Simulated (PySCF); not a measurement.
# NiSe (triplet): what the fields show

```xyz
2

Ni    0.0000    0.0000   -1.2093
Se    0.0000    0.0000    0.8767
```

Theory: PBE0/x2c-TZVPPall, spin-free X2C-1e, Gaussian nucleus, at a bond length of 2.086 Å (PySCF 2.14.0).

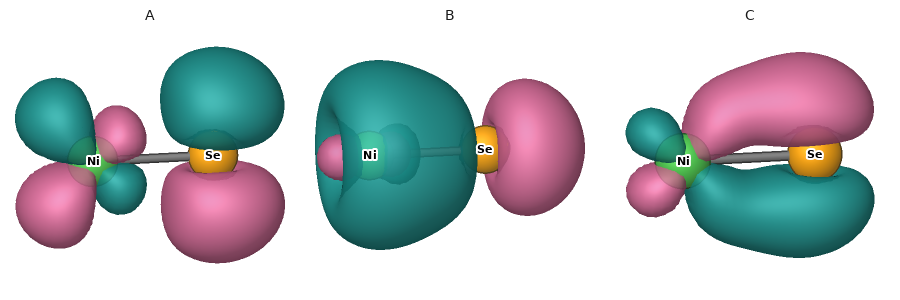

Figure 1. Three frontier β-spin orbitals, each drawn at the value that holds 80 % of its norm (teal and pink are the two phases), in no order; of a degenerate pair one member is drawn.

**Label each orbital by symmetry, say whether it is occupied, and order them by energy.**

Orbital B: σ, occupied in this spin, −7.08 eV; shared between the atoms (Ni 55 %, Se 45 %).
Orbital C: π, occupied in this spin, −6.79 eV; bonding, with no node between the atoms.
Orbital A: π, empty in this spin, −2.98 eV; shared between the atoms (Ni 60 %, Se 40 %).

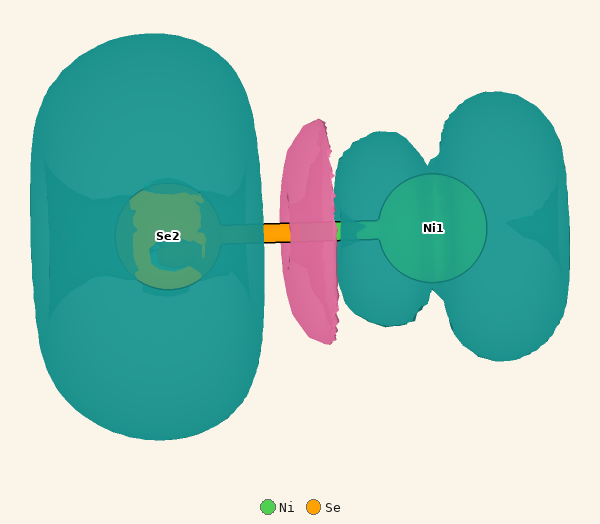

Figure 2. Isosurfaces of the spin density at +0.02 (teal) and −0.02 e/Å³ (pink), seen from one side.

**Where is the unpaired spin?**

The unpaired spin (2 electrons) lies mostly on Ni1 (about 1.2) and Se2 (about 0.8), in electrons by Hirshfeld's partition.

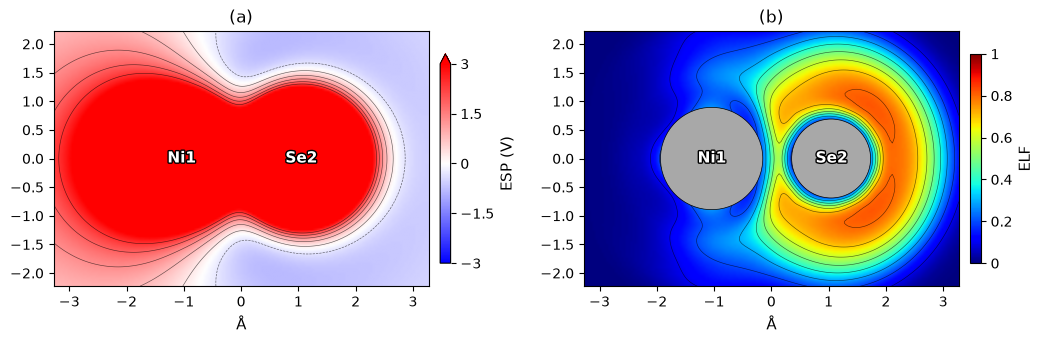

Figure 3. (a) electrostatic potential; (b) electron localisation function on a plane that holds the molecular axis. Grey discs cover the atomic cores in the ELF map.

**Describe what can be read from this map.**

- The section cuts through Ni and Se sites.
- Ni–Se (2.09 Å): the ELF peaks at about 0.55 in the valence shell of Se, 0.9 Å from its nucleus, and is about 0.45 at the midpoint.
- Outside the dense part of the molecule the potential is most negative (−0.8 V) near Se2.

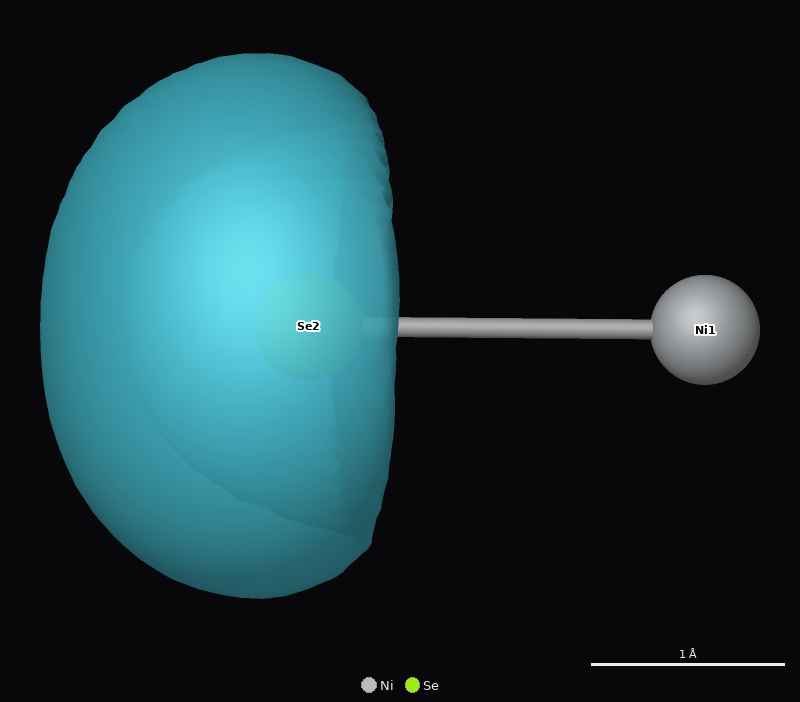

Figure 4. Isosurface of the ELF at 0.75 (cyan), seen from one side. Core shells and regions of very low density are left out.

**Describe the localisation domains.**

The ELF exceeds this value in one ring or bowl of non-bonding electrons around Se.
